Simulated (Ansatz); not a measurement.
# Pb wire along [111], 6 atoms a period: bands by functional and under strain, part 3 of 4

Aim: is the Pb wire along [111], 6 atoms a period a metal or a semiconductor?

Ansatz 0.2.0; DFT PBE, plane waves, PAW; relaxation of a wire's period (the session's first sound run).

So far, conductance of the lead as this run defines it (G₀): step 3 (the perfect wire) 3.00.

## Step 7: Two-component spinors

This step: DFT PBE, plane waves, fully relativistic PAW; bands of a perfect wire with spin-orbit coupling (Ansatz 0.2.0).

Spin-orbit coupling mixes the spins and splits bands that cross or touch without it, so it can open or close channels. Fully relativistic datasets take the place of the scalar ones. Against the first PBE run of this kind, the mesh along the wire has 8 points against 12.

Input file input.yaml:

```yaml
crystal:
  lattice:
    - [10.357, 0.0, 0.0]
    - [0.0, 10.907, 0.0]
    - [0.0, 0.0, 6.761203685]
  atoms:
    - { symbol: Pb, position: [0.380658051, 0.5, 0.0] }
    - { symbol: Pb, position: [0.733797311, 0.5, 0.0] }
    - { symbol: Pb, position: [0.557231213, 0.386166506, 0.32696375] }
    - { symbol: Pb, position: [0.557211882, 0.692164469, 0.21612309] }
    - { symbol: Pb, position: [0.557231213, 0.613833494, 0.67303625] }
    - { symbol: Pb, position: [0.557211882, 0.307835531, 0.78387691] }
kpoints:
  mp_grid: { grid: [1, 1, 8] }
  band_path: { path: ["Γ", Z], npoints: 50 }
scf:
  occupations: { method: fermi_dirac, width: 0.05 }
hamiltonian:
  xc: pbe
  pseudopotentials: { kind: paw_fr }
magnetization:
  noncollinear: true
  spin_orbit: true
```

Command:

```
ansatz run input.yaml --threads 8 --pin off --max-ram 16384MiB --backend cpu --events-out ev --progress --plain --runs-dir out
```

Numbers of over 12 decimals in the logs are rounded to 6 here.

The program printed:

```text
[...]
non-collinear run that drives no moment, with spin-orbit: no starting moment large enough to seed its density (crystal.atoms[].spin), no starting occupations that ask for one, no magnetisation constraint and no magnetic field, so the semilocal B_xc is pinned to zero
Crystal: 6 atoms, lattice volume = 763.771 Å³
Basis set: ecut = 420 eV, 14989 PW (Γ)
Bands: 102, of which v1, the nominal top of the filled ones, is band 84 counted from 1 (83 counted from 0)
Symmetry: 2 space group operations + 2 with time reversal
[...]
k-points: 5 of 8
Projection manifold: j_resolved (fully-relativistic pseudo-atomic orbitals)
[...]
SCF iter   1: F=—  HF=-71669.174509 eV  |F-HF|=—  |Δ(HF+E_count)|=         —  Δρ=6.46e-3  dr2=1.49e0  dr2_m=0.00e0 (ungated)  ethr=1.76e-3  |M|=0.00e0 ∫|m|=0.00e0 μB  |m|>n=0.0e0 m-floor=0.0e0 τ_xc=0.0e0  β_m=1.00  ⟨swp⟩=2.0  Hψ=3306  notcnv=0
[...]
spin=Noncollinear: LDOS preconditioning applied to the charge; magnetization (m_x, m_y, m_z) channels mix plain (no charge-response kernel on spin).
SCF iter   2: F=—  HF=-71668.800300 eV  |F-HF|=—  |Δ(HF+E_count)|=   3.74e-1  Δρ=4.37e-3  dr2=2.30e-1  dr2_m=0.00e0 (ungated)  ethr=1.76e-3  |M|=0.00e0 ∫|m|=0.00e0 μB  |m|>n=0.0e0 m-floor=0.0e0 τ_xc=0.0e0  β_m=0.94  ⟨swp⟩=5.0  Hψ=1082  notcnv=0
[...]
SCF iter   8: F=-71668.766823 eV  HF=-71668.766823 eV  |F-HF|=4.93e-8  |Δ(HF+E_count)|=   3.68e-8  Δρ=3.03e-6  dr2=9.50e-8  dr2_m=0.00e0 (ungated)  ethr=1.19e-10  |M|=0.00e0 ∫|m|=0.00e0 μB  |m|>n=0.0e0 m-floor=0.0e0 τ_xc=0.0e0  ⟨swp⟩=13.6  Hψ=2740  notcnv=0
SCF 1 converged in 8 iterations: F = -71668.766823 eV  dr2 = 9.50e-8
[...]
SCF converged after 8 iterations
Magnetization: |M| = 0.0000 μB,  M = (+0.0000, +0.0000, +0.0000) μB
Absolute magnetization: 0.0000 μB (∫|m|)
  site 0: m = (+0.0000, +0.0000, +0.0000) μB, |m| = 0.0000 μB  (R = 1.29 Å)
  site 1: m = (+0.0000, +0.0000, +0.0000) μB, |m| = 0.0000 μB  (R = 1.29 Å)
  site 2: m = (+0.0000, +0.0000, +0.0000) μB, |m| = 0.0000 μB  (R = 1.29 Å)
  site 3: m = (+0.0000, +0.0000, +0.0000) μB, |m| = 0.0000 μB  (R = 1.30 Å)
  site 4: m = (+0.0000, +0.0000, +0.0000) μB, |m| = 0.0000 μB  (R = 1.29 Å)
  site 5: m = (+0.0000, +0.0000, +0.0000) μB, |m| = 0.0000 μB  (R = 1.30 Å)
Free energy (F): -71668.766823 eV
[...]
Internal energy: -71668.736739 eV  (E = F + TS)
E sigma→0 (E₀):  -71668.751781 eV
Entropy (-TS):   -0.030085 eV (-5.014 meV/atom)
Fermi energy:    -0.368571 eV
[...]
--- Band table (eV; the first three rows and the last of 5) ---
  k-point 0: bands = [... 80 lower, -1.3567, -1.3567, -0.9781, -0.9781, -0.5067, -0.5067, 1.1879, 1.1879, ... 14 higher]
  k-point 1: bands = [... 80 lower, -1.3819, -1.3819, -1.0854, -1.0853, -0.2463, -0.2463, 1.0805, 1.0806, ... 14 higher]
  k-point 2: bands = [... 80 lower, -1.3959, -1.3959, -0.8703, -0.8701, 0.1082, 0.1083, 0.7956, 0.7956, ... 14 higher]
  k-point 4: bands = [... 80 lower, -1.4375, -1.4375, -0.3271, -0.3271, 0.0687, 0.0687, 0.4796, 0.4796, ... 14 higher]
```

Wall time 75 s (8 threads of Intel Xeon Platinum 8488C (Sapphire Rapids), shared host); peak memory 8.5 GiB.

This step gave:

```yaml
energy_at_zero_smearing: -71668.7518 eV
```

The electronic bands at the labelled points (eV, zero at the Fermi level):

```csv
point,band 81,band 82,band 83,band 84,band 85,band 86,band 87,band 88
Γ,-0.99,-0.99,-0.61,-0.61,-0.14,-0.14,1.56,1.56
Z,-1.07,-1.07,0.04,0.04,0.44,0.44,0.85,0.85
```

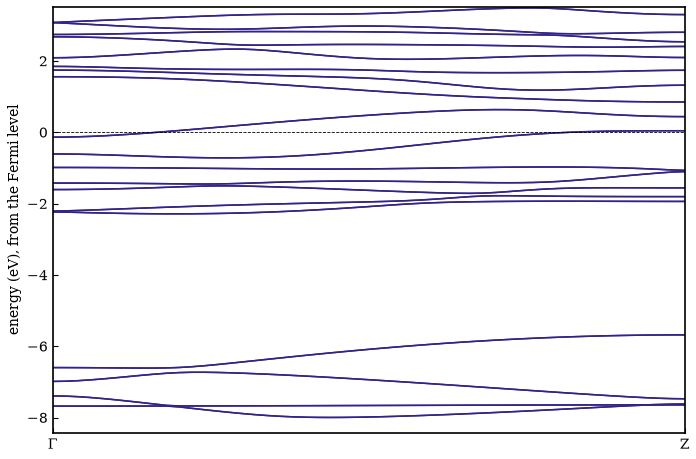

Electronic bands along the path.

Bands cross the Fermi level, as under PBE at the relaxed period, with no moment.

## Step 8: Strain along the wire, period over the relaxed period 0.94

This step: DFT PBE, plane waves, PAW; relaxation at a fixed period (Ansatz 0.2.0).

The period is set to 0.94 times the relaxed one and the atoms relax within it: strain changes bond lengths and angles, which shifts the bands against each other. Against the first PBE run of this kind, the mesh along the wire has 10 points against 12.

The cell differs from the one that the last finished run ended in (c 6.761 → 6.356 Å).

input.yaml, as its differences from that of step 7:

```diff
@@ -4,3 +4,3 @@
     - [0.0, 10.907, 0.0]
-    - [0.0, 0.0, 6.761203685]
+    - [0.0, 0.0, 6.3555314639]
   atoms:
@@ -13,3 +13,3 @@
 kpoints:
-  mp_grid: { grid: [1, 1, 8] }
+  mp_grid: { grid: [1, 1, 10] }
   band_path: { path: ["Γ", Z], npoints: 50 }
@@ -19,5 +19,6 @@
   xc: pbe
-  pseudopotentials: { kind: paw_fr }
-magnetization:
-  noncollinear: true
-  spin_orbit: true
+relax:
+  max_steps: 40
+  f_tol: 0.02
+output:
+  stress: true
```

The program printed:

```text
[...]
Warning: output.stress: scf.convergence.dr2_threshold = 1e-7 eV (the SCF's general default) is looser than the 6e-10 eV advised for a printed stress (1e-10 eV for each atom of the cell: 6). What an SCF threshold leaves in a stress goes as its square root, and in the free energy as the threshold itself, and one threshold admits the most on a small cell: [figures from the program's tests cut] Every solve of this run an [...]
[...]
Crystal: 6 atoms, lattice volume = 717.945 Å³
Basis set: ecut = 420 eV, 14059 PW (Γ), exchange–correlation on 144×150×90 points (8 copies of the dense FFT grid, shifted against one another)
Bands: 51, of which v1, the nominal top of the filled ones, is band 42 counted from 1 (41 counted from 0)
Symmetry: 2 space group operations
[...]
k-points: 6 of 10
[...]
SCF iter   1: F=—  HF=-71435.899706 eV  |F-HF|=—  |Δ(HF+E_count)|=         —  Δρ=1.04e-3  dr2=1.76e-2  ethr=1.77e-3  ⟨swp⟩=8.8  Hψ=1319  notcnv=0  defer=4
[...]
SCF iter   6: F=-71435.900281 eV  HF=-71435.900281 eV  |F-HF|=5.80e-8  |Δ(HF+E_count)|=   1.53e-6  Δρ=4.84e-6  dr2=2.41e-7  ethr=1.05e-8  ⟨swp⟩=3.0  Hψ=1209  notcnv=0
SCF 1 converged in 6 iterations: F = -71435.900281 eV  dr2 = 2.41e-7
[...]
relax step   1: F+E_penalty+E_count = -71435.90028098 eV  Δ(F+E_penalty+E_count) = +0.000e0 eV  max|allowed force component| = 6.076e-1 eV/Å  Δτ_max = 0.0000 Å  (6 SCF iters, dr2 threshold 1.00e-5 eV, accepted)
[...]
SCF iter   5: F=-71435.995061 eV  HF=-71435.995067 eV  |F-HF|=6.62e-6  |Δ(HF+E_count)|=   3.82e-5  Δρ=2.55e-5  dr2=9.09e-6  ethr=2.75e-8  ⟨swp⟩=3.5  Hψ=1360  notcnv=0
SCF 2 converged in 5 iterations: F = -71435.995061 eV  dr2 = 9.09e-6
relax step   2: F+E_penalty+E_count = -71435.99506065 eV  Δ(F+E_penalty+E_count) = -9.478e-2 eV  max|allowed force component| = 2.319e-1 eV/Å  Δτ_max = 0.1403 Å  (5 SCF iters, dr2 threshold 2.31e-5 eV, accepted)
SCF iter   1: F=—  HF=-71436.026721 eV  |F-HF|=—  |Δ(HF+E_count)|=         —  Δρ=8.67e-4  dr2=4.56e-3  ethr=6.11e-5  ⟨swp⟩=5.5  Hψ=945  notcnv=0  defer=7
[...]
SCF iter   6: F=-71436.025923 eV  HF=-71436.025923 eV  |F-HF|=5.22e-9  |Δ(HF+E_count)|=   9.00e-7  Δρ=3.39e-6  dr2=1.24e-7  ethr=4.00e-9  ⟨swp⟩=5.0  Hψ=1111  notcnv=0
SCF 3 converged in 6 iterations: F = -71436.025923 eV  dr2 = 1.24e-7
relax step   3: F+E_penalty+E_count = -71436.02592259 eV  Δ(F+E_penalty+E_count) = -3.086e-2 eV  max|allowed force component| = 1.675e-1 eV/Å  Δτ_max = 0.0540 Å  (6 SCF iters, dr2 threshold 3.36e-6 eV, accepted)
[...]
relax step   4: F+E_penalty+E_count = -71436.00687702 eV  Δ(F+E_penalty+E_count) = +1.905e-2 eV  max|allowed force component| = 2.389e-1 eV/Å  Δτ_max = 0.1177 Å  (5 SCF iters, dr2 threshold 4.09e-6 eV, rejected (line search))
[...]
relax step   5: F+E_penalty+E_count = -71436.03673376 eV  Δ(F+E_penalty+E_count) = -1.081e-2 eV  max|allowed force component| = 2.430e-2 eV/Å  Δτ_max = 0.0448 Å  (6 SCF iters, accepted)
[...]
relax step   6: F+E_penalty+E_count = -71436.03683113 eV  Δ(F+E_penalty+E_count) = -9.737e-5 eV  max|allowed force component| = 2.159e-2 eV/Å  Δτ_max = 0.0130 Å  (5 SCF iters, accepted)
SCF iter   1: F=—  HF=-71436.037175 eV  |F-HF|=—  |Δ(HF+E_count)|=         —  Δρ=9.58e-5  dr2=1.09e-4  ethr=1.26e-6  ⟨swp⟩=3.0  Hψ=778  notcnv=0  defer=8
[...]
SCF iter   4: F=-71436.037090 eV  HF=-71436.037090 eV  |F-HF|=3.48e-8  |Δ(HF+E_count)|=   4.83e-7  Δρ=3.29e-6  dr2=9.93e-8  ethr=1.19e-10  ⟨swp⟩=4.0  Hψ=1444  notcnv=0
SCF 7 converged in 4 iterations: F = -71436.037090 eV  dr2 = 9.93e-8
relax step   7: F+E_penalty+E_count = -71436.03709041 eV  Δ(F+E_penalty+E_count) = -2.593e-4 eV  max|allowed force component| = 8.055e-3 eV/Å  Δτ_max = 0.0067 Å  (4 SCF iters, accepted)
[...]
the band table was solved once a step of the walk had ended and its energy, with any forces and stress, was formed, with the checks that follow a solve (1613 applications of the Hamiltonian). They found nothing against the state; the energy, forces and stress were not computed again (output.eigenvalues in the input reference)
[...]
SCF converged after 4 iterations
Free energy (F): -71436.037090 eV
[...]
Internal energy: -71436.017517 eV  (E = F + TS)
E sigma→0 (E₀):  -71436.027304 eV
Entropy (-TS):   -0.019574 eV (-3.262 meV/atom)
Fermi energy:    0.008168 eV
[...]
--- Forces (eV/Å), atoms counted from 1 ---
  atom   1  Pb     0.00221201     0.00000000     0.00000000
  atom   2  Pb    -0.00218446     0.00000000     0.00000000
  atom   3  Pb    -0.00000627    -0.00197120    -0.00805503
  atom   4  Pb    -0.00000603     0.00341571     0.00235536
  atom   5  Pb    -0.00000627     0.00197120     0.00805503
  atom   6  Pb    -0.00000603    -0.00341571    -0.00235536
  max |Σ_I F_I| component: 2.95e-6 eV/Å
--- Stress (GPa, compression-positive) ---
       -0.010004       0.000000       0.000000
        0.000000      -0.066763      -0.005630
        0.000000      -0.005630       0.282740
  P = ⅓ Tr σ = 0.0687 GPa (0.687 kbar)
--- Band table (eV; the first three rows and the last of 6) ---
  k-point 0: bands = [... 38 lower, -1.5115, -1.4515, -0.8746, -0.6501, -0.5605, 1.5840, 1.6438, 1.7576, ... 5 higher]
  k-point 1: bands = [... 38 lower, -1.4257, -1.2400, -1.1174, -0.6785, -0.3397, 1.4951, 1.5442, 1.7209, ... 5 higher]
  k-point 2: bands = [... 38 lower, -1.4398, -1.3528, -1.0237, -0.4363, -0.0780, 1.2543, 1.3514, 1.7775, ... 5 higher]
  k-point 5: bands = [... 38 lower, -1.6886, -1.1096, -0.3543, 0.2389, 0.2452, 0.6824, 1.1454, 1.4547, ... 5 higher]
--- Relaxed structure (7 steps of the walk, 6 accepted, 0 SCFs on fresh bases) ---
  F+E_penalty+E_count = -71436.03709041 eV   max|allowed force component| = 8.055e-3 eV/Å
  atoms:
    - { symbol: Pb, position: [0.359537, 0.5, 0] }
    - { symbol: Pb, position: [0.754910, 0.5, 0] }
    - { symbol: Pb, position: [0.557224, 0.392931, 0.319311] }
    - { symbol: Pb, position: [0.557224, 0.693696, 0.205999] }
    - { symbol: Pb, position: [0.557224, 0.607069, 0.680689] }
    - { symbol: Pb, position: [0.557224, 0.306304, 0.794001] }
```

Wall time 16 s (8 threads); peak memory 2.5 GiB; 1.9 min of CPU time.

Step by step:

```csv
step,energy less that of the first step (eV),largest force component (eV/Å)
1,0.0000,0.6076
2,-0.0948,0.2319
3,-0.1256,0.1675
4,-0.1066,0.2389
5,-0.1365,0.0243
6,-0.1366,0.0216
7,-0.1368,0.0081
```

Relaxation step 4 was tried and not accepted.

Forces are held to the 2 operations that the run works with; a distortion that breaks them can't arise in this run.

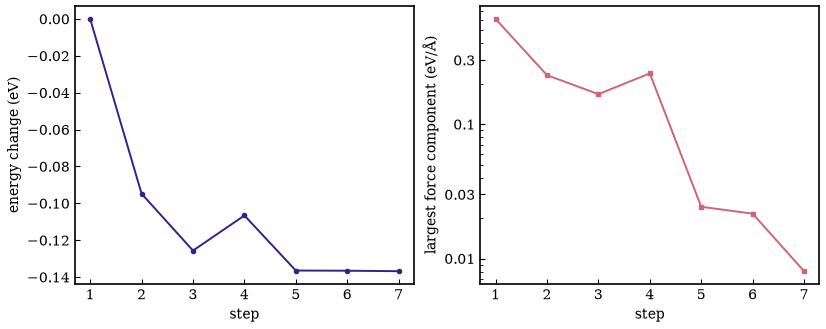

Energy and largest force along the relaxation.

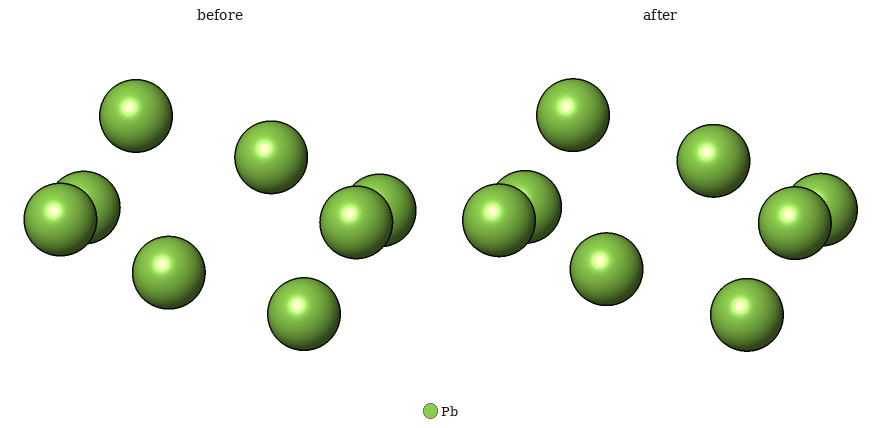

The structure before and after the relaxation, drawn at the same scale.

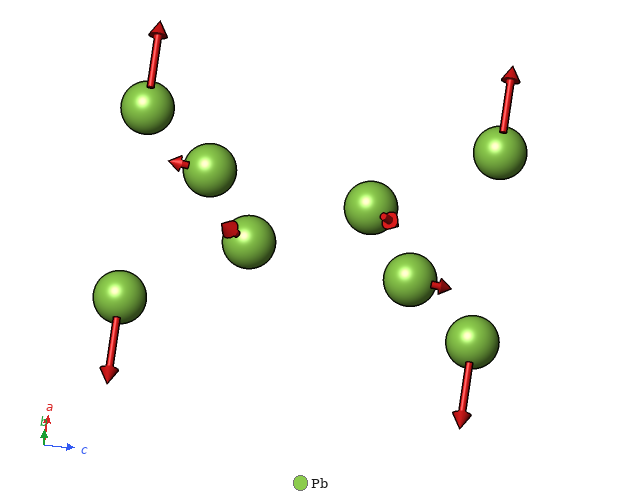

Displacements in the relaxation, exaggerated; the longest in the cell stands for 0.22 Å. Some periodic images of atoms are drawn too.

The atoms that moved most (Å):

```csv
atom,dx,dy,dz,length
Pb1,-0.219,0.000,0.000,0.219
Pb2,0.219,0.000,0.000,0.219
Pb5,0.000,-0.074,0.049,0.088
Pb3,0.000,0.074,-0.049,0.088
Pb4,0.000,0.017,-0.064,0.066
Pb6,0.000,-0.017,0.064,0.066
```

Final coordinates:

```cif
data_structure
_symmetry_space_group_name_H-M 'P 1'
_symmetry_Int_Tables_number 1
_cell_length_a 10.3570
_cell_length_b 10.9070
_cell_length_c 6.3555
_cell_angle_alpha 90.000
_cell_angle_beta 90.000
_cell_angle_gamma 90.000
_cell_volume 717.94
loop_
_atom_site_label
_atom_site_type_symbol
_atom_site_fract_x
_atom_site_fract_y
_atom_site_fract_z
_atom_site_occupancy
Pb1 Pb 0.35954 0.50000 0.00000 1
Pb2 Pb 0.75491 0.50000 0.00000 1
Pb3 Pb 0.55722 0.39293 0.31931 1
Pb4 Pb 0.55722 0.69370 0.20600 1
Pb5 Pb 0.55722 0.60707 0.68069 1
Pb6 Pb 0.55722 0.30630 0.79400 1
```

This step gave:

- energy at zero smearing: -71436.0273 eV

Electronic bands along the path, in eV, zero at the Fermi level:

```csv
point,band 39,band 40,band 41,band 42,band 43,band 44,band 45,band 46
Γ,-1.52,-1.46,-0.88,-0.66,-0.57,1.58,1.64,1.75
Z,-1.70,-1.12,-0.36,0.23,0.24,0.67,1.14,1.45
```

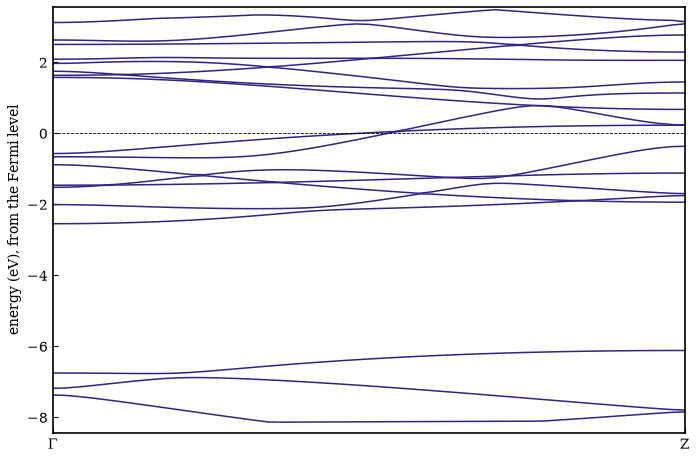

Electronic bands along the path.

Bands cross the Fermi level, as under PBE at the relaxed period.

## Step 9: Strain along the wire, period over the relaxed period 0.97

The period is set to 0.97 times the relaxed one and the atoms relax within it: strain changes bond lengths and angles, which shifts the bands against each other. Against the first PBE run of this kind, the mesh along the wire has 10 points against 12.

The cell differs from the one that the last finished run ended in (c 6.356 → 6.558 Å).

input.yaml, as its differences from that of step 8:

```diff
@@ -4,3 +4,3 @@
     - [0.0, 10.907, 0.0]
-    - [0.0, 0.0, 6.3555314639]
+    - [0.0, 0.0, 6.5583675745]
   atoms:
```

The program printed:

```text
[...]
Crystal: 6 atoms, lattice volume = 740.858 Å³
Basis set: ecut = 420 eV, 14487 PW (Γ), exchange–correlation on 144×150×90 points (8 copies of the dense FFT grid, shifted against one another)
Bands: 51, of which v1, the nominal top of the filled ones, is band 42 counted from 1 (41 counted from 0)
Symmetry: 2 space group operations
[...]
F+E_penalty+E_count = -71436.06994761 eV   max|allowed force component| = 1.782e-2 eV/Å
  atoms:
    - { symbol: Pb, position: [0.374783, 0.5, 0] }
    - { symbol: Pb, position: [0.739665, 0.5, 0] }
    - { symbol: Pb, position: [0.557225, 0.386613, 0.326619] }
    - { symbol: Pb, position: [0.557222, 0.693892, 0.211796] }
    - { symbol: Pb, position: [0.557225, 0.613387, 0.673381] }
    - { symbol: Pb, position: [0.557222, 0.306108, 0.788204] }
[key lines of the parts left out:]
SCF converged after 5 iterations
Free energy (F): -71436.069948 eV
Fermi energy:    -0.090112 eV
P = ⅓ Tr σ = 0.0625 GPa (0.625 kbar)
```

The job ended after 11 s (8 threads; peak memory 2.5 GiB; 81 s of CPU time).

[end of part 3 of 4]

[Logs are printed without paths, hosts, clocks, repeated set-up lines and the standing remarks that a program may print on its own settings, such as how far it seeks lower states.]

[Hosts, paths, dates, database ids (printed as entryN), source tags and the programs' standing remarks are cut or masked in the printed files.]
